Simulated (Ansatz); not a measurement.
# MgFe2Te4: relaxing a made-up structure, part 2 of 2

This structure for MgFe2Te4 is made up. Its elements were placed in a known structure type with a cell scaled to their sizes. What cell does the guess relax to, and how far off was it?

Ansatz 0.2.0; DFT, PBEsol, plane-wave PAW, files of the set soft_1, scalar-relativistic, ferromagnetic start, cell and ions relaxed at zero pressure; PAW set soft_1 (the session's first sound run).

So far: The starting structure; Relaxation of the guess.

In doubt: warnings of the run leave room for a lower electronic state, so energies may not be the lowest and differences between runs may mislead.

### 2. Relaxation of the guess (continued)

The shortest distance of each pair, which need not be the same contact before and after:

| pair | guess (Å) | relaxed (Å) |
| --- | --- | --- |
| Fe–Te | 2.626 | 2.499 |
| Mg–Te | 2.795 | 2.813 |
| Te–Te | 3.590 | 3.461 |
| Fe–Mg | 4.280 | 4.057 |
| Fe–Fe | 4.134 | 4.141 |

The relaxation ends with a largest force component of 0.0036 eV/Å and a pressure of -0.01 GPa.

### 3. Electronic structure of the relaxed cell

A second self-consistent run takes a narrower smearing and the mesh shown in its input; the bands follow along the standard path of the relaxed lattice.

This step: DFT, PBEsol, plane-wave PAW, files of the set soft_1, scalar-relativistic, ferromagnetic start, bands and density of states at the relaxed cell; PAW set soft_1 (Ansatz 0.2.0).

Contents of input.yaml:

```yaml
crystal:
  lattice:
    - [-2.9280315685, 2.9280315685, 5.6178045363]
    - [2.9280315685, -2.9280315685, 5.6178045363]
    - [2.9280315685, 2.9280315685, -5.6178045363]
  atoms:
    - { symbol: Te, position: [0.5798235264, 0.5798235264, 0.4178831004] }
    - { symbol: Te, position: [0.161940426, 0.161940426, 0.5821168996] }
    - { symbol: Te, position: [0.4201764736, 0.838059574, 0.0] }
    - { symbol: Te, position: [0.838059574, 0.4201764736, 0.0] }
    - { symbol: Fe, position: [0.25, 0.75, 0.5], spin: 2.5 }
    - { symbol: Fe, position: [0.75, 0.25, 0.5], spin: 2.5 }
    - { symbol: Mg, position: [0.0, 0.0, 0.0] }
magnetization:
  spin_polarized: true
kpoints:
  mp_grid: { grid: [8, 8, 8] }
  band_path:
    path:
      - [[0.0, 0.0, 0.0], [0.0, 0.0, 0.5], [-0.13582767, 0.13582767, 0.5], [-0.31791384, 0.31791384, 0.31791384], [0.0, 0.0, 0.0], [0.5, 0.5, -0.5], [0.31791384, 0.68208616, -0.31791384], [0.0, 0.5, 0.0], [0.25, 0.25, 0.25], [0.5, 0.5, -0.13582767], [0.5, 0.5, -0.5]]
      - [[0.0, 0.0, 0.5], [0.25, 0.25, 0.25]]
    npoints: 7
scf:
  occupations: { method: fermi_dirac, width: 0.03 }
  n_extra_bands: 14
hamiltonian:
  xc: pbesol
  pseudopotentials: { kind: paw, azcp: { folder: soft_1 }, xc_functional: pbe }
output:
  forces: true
  stress: true
  write_bands: true
  dos: { projected: true }
  write_density: true
  write_potential: true
  elf: true
  volumetric_format: npy
```

Launch:

```sh
$ ansatz run input.yaml --threads 4 --pin off --max-ram 10240MiB --backend cpu --events-out ev --progress --plain --runs-dir out
```

Numbers of over 12 decimals in the logs are rounded to 6 here.

The log of the run:

```text
[...]
Crystal: 7 atoms, lattice volume = 192.654 Å³
Basis set: ecut = 420 eV, 3763 PW (Γ), exchange–correlation on 96×96×96 points (8 copies of the dense FFT grid, shifted against one another)
Bands: 67, of which v1, the nominal top of the filled ones, is band 53 counted from 1 (52 counted from 0)
Symmetry: 8 space group operations
[...]
k-points: 59 of 512 (time reversal used)
[...]
Starting moments: Σ|m| = 5 μB on 2 of 7 sites
[...]
SCF iter  14: F=-38415.730825 eV  HF=-38415.730825 eV  |F-HF|=3.98e-8  |Δ(HF+E_count)|=   8.13e-9  Δρ=3.46e-6 (↑6.01e-7 ↓3.46e-6)  dr2=4.17e-8  dr2_m=4.21e-9  M=5.795 μB ∫|m|=5.942 μB  ethr=4.71e-11  ⟨swp⟩=15.6  Hψ=58274  notcnv=0
SCF 1 converged in 14 iterations: F = -38415.730825 eV  dr2 = 4.17e-8
[...]
NSCF: frozen V_eff on 79 k-points
SCF converged after 14 iterations
Magnetization: 5.7951 μB (55.8975 up, 50.1025 down)
Absolute magnetization: 5.9484 μB (∫|ρ↑−ρ↓|, with the PAW one-centre terms)
[...]
Per-site moments (μB) at R_I (Å): [(0.010223, 1.031000), (0.010223, 1.031000), (0.010223, 1.031000), (0.010223, 1.031000), (2.518919, 1.031000), (2.518919, 1.031000), (0.052394, 1.160506)]
Free energy (F): -38415.730825 eV
[...]
Internal energy: -38415.707057 eV  (E = F + TS)
E sigma→0 (E₀):  -38415.718941 eV
Entropy (-TS):   -0.023769 eV (-3.396 meV/atom)
Fermi energy:    8.410331 eV
[...]
--- Forces (eV/Å), atoms counted from 1 ---
  atom   1  Te    -0.00549469    -0.00549469    -0.00806500
  atom   2  Te     0.00549469     0.00549469    -0.00806500
  atom   3  Te    -0.00549469     0.00549469     0.00806500
  atom   4  Te     0.00549469    -0.00549469     0.00806500
  atom   5  Fe    -0.00000000     0.00000000     0.00000000
  atom   6  Fe    -0.00000000    -0.00000000     0.00000000
  atom   7  Mg    -0.00000000     0.00000000     0.00000000
  max |Σ_I F_I| component: 2.00e-17 eV/Å
--- Stress (GPa, compression-positive) ---
       -0.105456       0.000000      -0.000000
        0.000000      -0.105456      -0.000000
        0.000000      -0.000000      -0.002247
  P = ⅓ Tr σ = -0.0711 GPa (-0.711 kbar)
--- Band table (eV; the first three rows and the last of 118) ---
  k-point 0 ↑: bands = [... 49 lower, 6.1089, 6.3620, 6.4706, 6.6278, 6.6278, 6.9539, 9.6432, 9.7063, ... 10 higher]
  k-point 1 ↑: bands = [... 49 lower, 6.2630, 6.4004, 6.5084, 6.8312, 7.0735, 7.1349, 8.9208, 9.4071, ... 10 higher]
  k-point 2 ↑: bands = [... 49 lower, 6.4277, 6.7850, 6.9923, 7.3138, 7.4930, 7.9042, 7.9944, 8.7429, ... 10 higher]
  k-point 58 ↓: bands = [... 49 lower, 8.0854, 8.3218, 8.3698, 8.4293, 8.5571, 8.8339, 9.6561, 9.9684, ... 10 higher]
```

It took 80 s on 4 threads of Intel Xeon Platinum 8488C (Sapphire Rapids), shared host; peak memory 1.4 GiB; 5 min of CPU time.

The column dr2 measures how far the density is from self-consistency, as an energy; F and HF (Harris–Foulkes) agree once it is small.

Numbers from this step:

```yaml
free_energy: -38415.7308 eV
energy_at_zero_smearing: -38415.7189 eV
smearing_term_ts: 0.02377 eV
fermi_energy: 8.410 eV
magnetization: 5.795 μB
absolute_magnetization: 5.948 μB
site_moments: 0.01022, 0.01022, 0.01022, 0.01022, 2.519, 2.519, 0.05239 μB
pressure: -0.07105 GPa
```

From bands.tsv, the bands that come nearest the Fermi level along the path, at its corners, in eV from the Fermi level:

| point | band_53_up | band_54_up | band_55_up | band_56_up | band_49_dn | band_50_dn | band_51_dn | band_52_dn |
| --- | --- | --- | --- | --- | --- | --- | --- | --- |
| Γ | -1.78 | -1.46 | 1.23 | 1.30 | -0.21 | -0.10 | 0.01 | 0.01 |
| X | -0.06 | -0.04 | 0.03 | 0.25 | -0.10 | 0.39 | 0.54 | 0.66 |
| Y | -0.55 | -0.25 | -0.03 | 0.35 | -0.08 | 0.33 | 0.41 | 0.51 |
| S | -0.82 | -0.74 | -0.59 | 0.27 | -0.05 | 0.11 | 0.26 | 0.38 |
| Γ | -1.78 | -1.46 | 1.23 | 1.30 | -0.21 | -0.10 | 0.01 | 0.01 |
| Z | -1.25 | -1.15 | -0.32 | 0.28 | -0.32 | -0.09 | -0.04 | 0.02 |
| S1 | -0.82 | -0.74 | -0.59 | 0.27 | -0.05 | 0.11 | 0.26 | 0.38 |
| N | -0.81 | -0.53 | -0.33 | -0.12 | -0.13 | 0.10 | 0.19 | 0.42 |
| P | -0.28 | 0.00 | 0.12 | 0.12 | -0.11 | 0.41 | 0.48 | 0.91 |
| Y1 | -0.55 | -0.25 | -0.03 | 0.35 | -0.08 | 0.33 | 0.41 | 0.51 |
| Z | -1.25 | -1.15 | -0.32 | 0.28 | -0.32 | -0.09 | -0.04 | 0.02 |
| X | -0.06 | -0.04 | 0.03 | 0.25 | -0.10 | 0.39 | 0.54 | 0.66 |
| P | -0.28 | 0.00 | 0.12 | 0.12 | -0.11 | 0.41 | 0.48 | 0.91 |

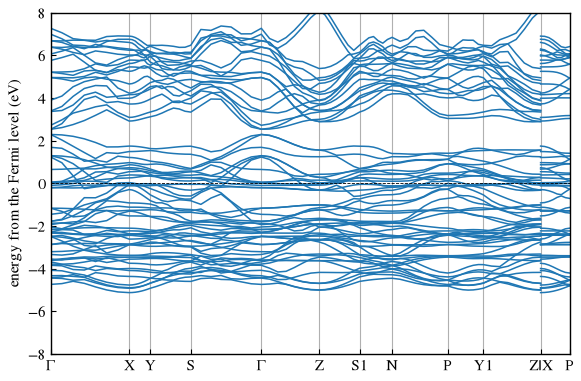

Bands along the path. 72 bands lie wholly below the window drawn.

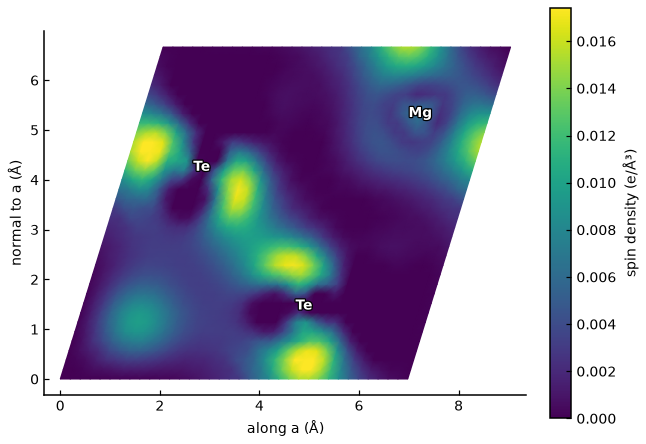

Spin density in the ab plane of the cell as run, not the conventional one, at fractional z = 0.000, with atoms of Te and Mg within 0.2 Å of it. The map starts off the cell's origin, so that atoms lie inside it.

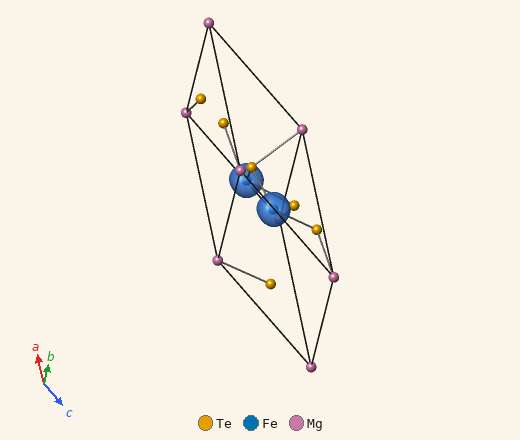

Surface of spin density = 0.26 e/Å³, which holds about 70 % of the integral of its size. Drawn on the cell as run, not the conventional one. Bonds to atoms that aren't drawn are left out.

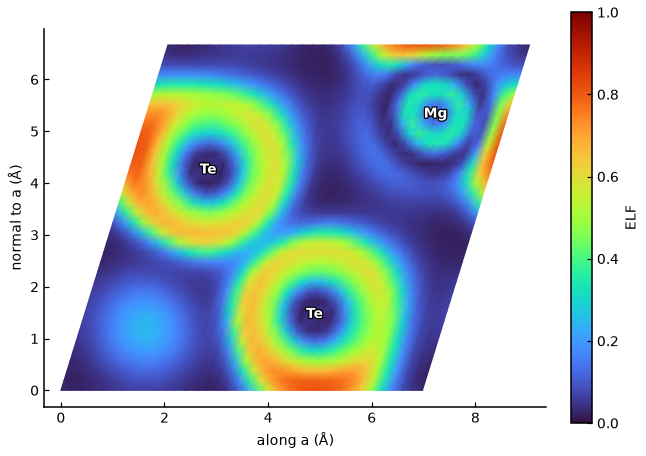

ELF in the ab plane of the cell as run, not the conventional one, at fractional z = 0.000, with atoms of Te and Mg within 0.2 Å of it. It is the smooth field of the valence electrons, not physical close to the nuclei. The map starts off the cell's origin, so that atoms lie inside it.

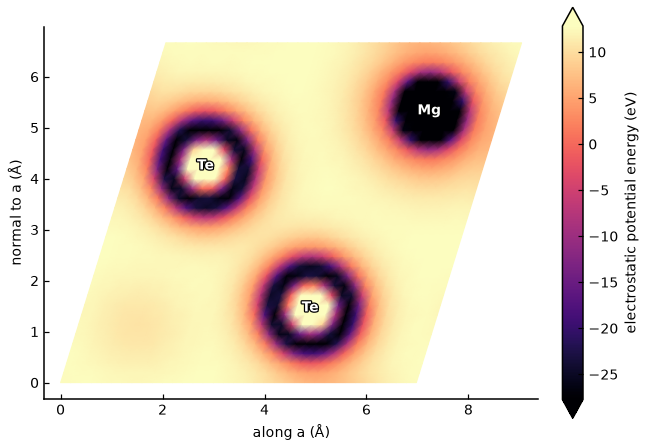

Electrostatic potential energy in the ab plane of the cell as run, not the conventional one, at fractional z = 0.000, with atoms of Te and Mg within 0.2 Å of it. With pseudopotentials it is smooth inside the atoms' cores, unlike the true potential. The map starts off the cell's origin, so that atoms lie inside it.

### 4. Summary of results

```
space group, relaxed : I-42m
conventional cell    : a = 5.856, b = 5.856, c = 11.236 Å; α = 90.0°, β = 90.0°, γ = 90.0°
volume per atom      : 27.52 Å³ (guess 30.54)
total moment         : 5.83 μB in the cell of 7 atoms
```

**Reading.** MgFe2Te4 relaxes to I-42m with a = 5.856, b = 5.856 and c = 11.236 Å. The guessed volume was 11 % too large. The space group I-42m was held in the relaxation, so the end point is a stationary structure within it and may be a saddle against distortions or other arrangements. The input starts from parallel moments, and no other start was typed. The electronic state may lie above the lowest one. Bands cross the Fermi level, so it is a metal or semimetal at this level. On the 8×8×8 mesh with the narrower smearing (relaxed on 7×7×7) the largest force component is 0.008 eV/Å and the largest stress component is 0.105 GPa, against the relaxation's thresholds of 0.015 eV/Å and 0.05 GPa. The cutoff wasn't tested. Spin-orbit coupling is left out, which can matter for elements this heavy. No dispersion term is used, so weakly bound directions may come out too long. The program estimates, without running it, that another magnetic order lies lower than the one relaxed here. Nothing here tests whether the compound is stable against decomposition.

[Logs are printed without paths, hosts, clocks, repeated set-up lines and the standing remarks that a program may print on its own settings, such as how far it seeks lower states.]

[Hosts, paths, dates, database ids (printed as entryN), source tags and the programs' standing remarks are cut or masked in the printed files.]
